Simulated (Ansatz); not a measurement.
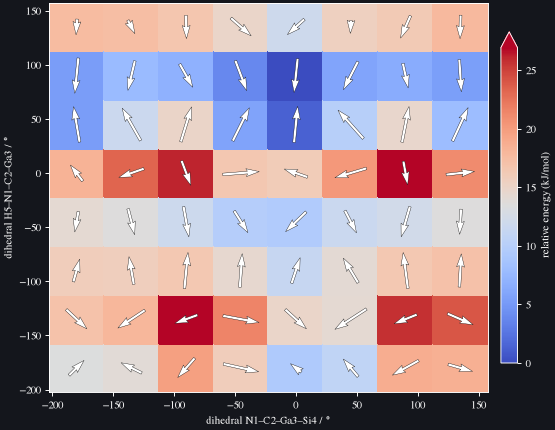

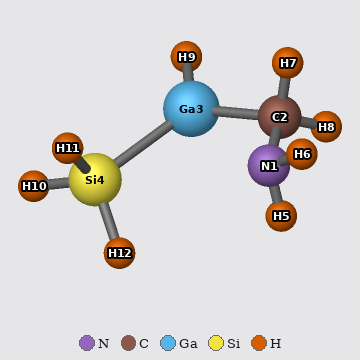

Energy landscape of CH₈GaNSi, SMILES N[CH2][GaH][SiH3]. 
- First axis: dihedral N1–C2–Ga3–Si4. Second axis: dihedral H5–N1–C2–Ga3.
- Nothing is relaxed (all other coordinates rigid).
- The scan uses an 8 × 8 grid.
- Points are written as (first, second).
- All energies are given in kJ/mol relative to the lowest grid point.
- Energies and slopes of some neighbouring points disagree (a jump in structure or state, or too coarse a mesh).
- The calculation used RKS PBE-D4/def2-SVP (Ansatz).

The picture shows one coloured cell a grid point, arrows along the force (downhill), their lengths compressed, one colour for all values above the top of the scale. The second picture is the structure at the lowest point.

> Describe this landscape.

The lowest grid point is at (0°, 90°). Other grid points that lie below all their neighbours: (−180°, 45°) (5.3 kJ/mol higher); (0°, −180°) (9.4 kJ/mol higher); (0°, −45°) (9.6 kJ/mol higher). The highest grid point, (−90°, −135°), lies 26.9 kJ/mol above the lowest.

Grid values (kJ/mol):

| dihedral H5–N1–C2–Ga3 ↓, dihedral N1–C2–Ga3–Si4 → | −180 | −135 | −90 | −45 | 0 | 45 | 90 | 135 |
| --- | --- | --- | --- | --- | --- | --- | --- | --- |
| 135 | 17.6 | 17.4 | 16.6 | 14.9 | 12.0 | 15.5 | 16.3 | 17.9 |
| 90 | 5.3 | 7.7 | 6.9 | 3.9 | 0.0 | 5.8 | 6.4 | 5.4 |
| 45 | 5.3 | 11.7 | 15.0 | 5.7 | 1.3 | 10.1 | 14.7 | 8.0 |
| 0 | 18.3 | 23.3 | 26.1 | 16.6 | 16.0 | 20.3 | 26.9 | 21.0 |
| −45 | 14.3 | 13.5 | 11.9 | 9.8 | 9.6 | 11.6 | 12.3 | 13.5 |
| −90 | 15.9 | 15.8 | 16.4 | 14.4 | 11.3 | 14.2 | 16.5 | 17.1 |
| −135 | 17.0 | 18.1 | 26.9 | 21.5 | 14.9 | 14.3 | 25.7 | 24.1 |
| −180 | 13.4 | 14.0 | 19.7 | 15.8 | 9.4 | 10.8 | 18.7 | 18.6 |

Each point was launched as `ansatz run input.yaml --threads 1 --pin off --max-ram 2560MiB --backend cpu --events-out ev --progress --plain --runs-dir out`. The whole map (64 points run) took 10 min on 1 thread of Arm Neoverse V2, with other jobs on the host.
